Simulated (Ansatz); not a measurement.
System: F2H3Si2 (charge +1).

Input

```
crystal:
  periodic: [false, false, false]
  atoms:
    - {symbol: F, position_ang: [-1.659905, -1.765934, -1.420940]}
    - {symbol: F, position_ang: [0.320589, -2.453341, 0.172977]}
    - {symbol: Si, position_ang: [-0.418350, -1.252850, -0.566698]}
    - {symbol: Si, position_ang: [0.227292, 1.047730, -0.384755]}
    - {symbol: H, position_ang: [-0.174176, 1.561130, -1.728771]}
    - {symbol: H, position_ang: [1.686535, 0.913599, -0.096892]}
    - {symbol: H, position_ang: [-0.640074, 1.458981, 0.764209]}
basis:
  gaussian:
    orbitals: def2-TZVPD
total_charge: 1
magnetization:
  spin_polarized: false
hamiltonian:
  xc: {name: PBE0}
output: {forces: true, orbitals: {seedname: orbitals}}
```

Run with:

```sh
ansatz run input.yaml --threads 1 --pin off --max-ram 2610MiB --events-out events.jsonl --progress --plain --runs-dir runs
```

Geometry: PBE-D3(BJ)/def2-SVP.

These are results of Ansatz, isolated molecule in a Gaussian basis; Kohn-Sham density functional theory, functional PBE0, not measurements.

> What will maps of the electron density and electron localisation function show?

Si–F (1.59 Å): ρ is about 1.2 e/Å³ halfway; the ELF peaks at about 0.80 in the valence shell of F, 0.6 Å from its nucleus, and is about 0.55 at the midpoint.
Si–Si (2.40 Å): ρ is about 0.55 e/Å³ halfway; the ELF peaks at about 1 between the atoms: a shared electron pair.

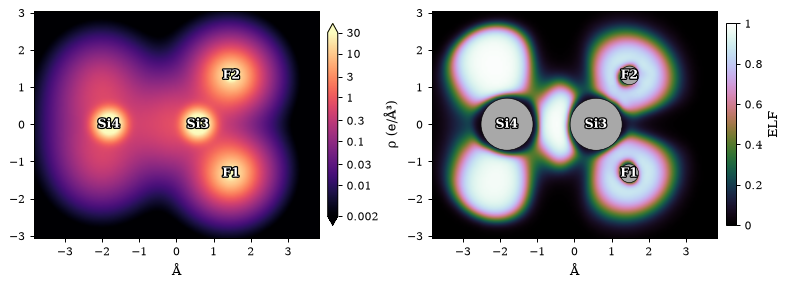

Computed electron density and electron localisation function on the plane of atoms F2, Si3 and Si4, in this order. Grey discs cover the atomic cores in the ELF map. 
